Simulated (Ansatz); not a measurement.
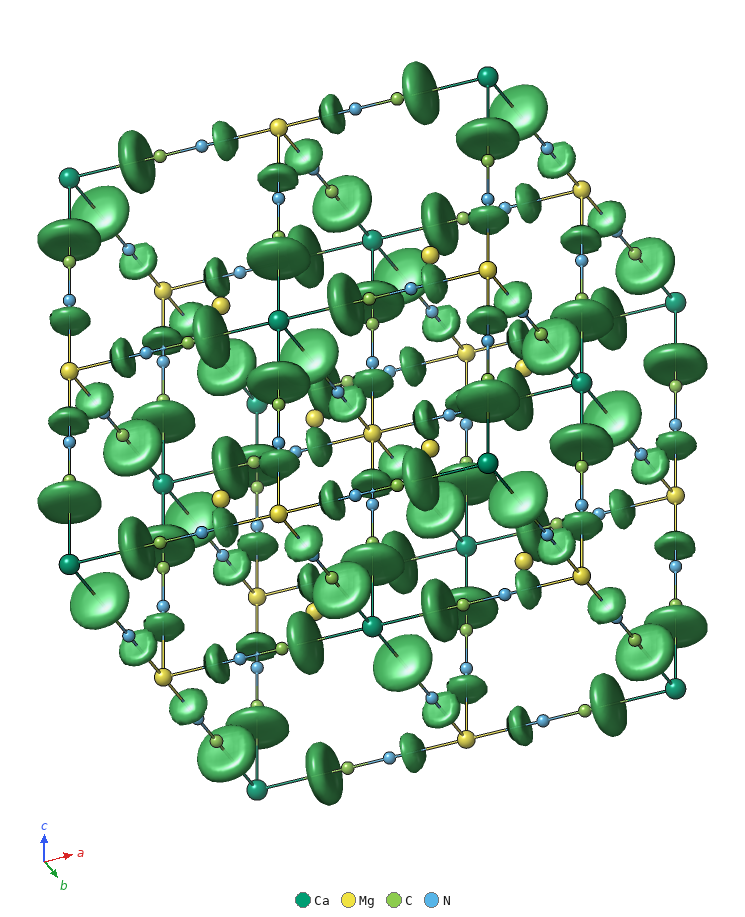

The picture shows: CaMg3C6N6. Isosurface of the electron localisation function at 0.9 (green), seen at an oblique angle. Core shells and regions of very low density are left out. Sticks mark near contacts.

Space group Fm-3m; a structure generated by program, which may or may not match a known phase; spin-polarised.

These are results of DFT PBE, scalar-relativistic, plane waves, PAW in Ansatz 0.2.0, not measurements.

Identify the bonds, lone pairs and shells in this picture.

At this value the surface marks out 24 lobes of the valence shell of C pointing towards Ca and 24 lobes of the valence shell of N pointing towards Mg, counted in one cell of 64 atoms. Regions shared between cells count once.

Values along the shortest contacts:
C–N (1.17 Å): the ELF peaks at about 0.85 between the atoms (inside overlapping PAW spheres, so only a guide); a short, multiple covalent bond. Mg–N (2.15 Å): the ELF peaks at about 0.95 in the valence shell of N, 0.6 Å from its nucleus, and falls to about 0.05 next to Mg: a largely ionic contact.
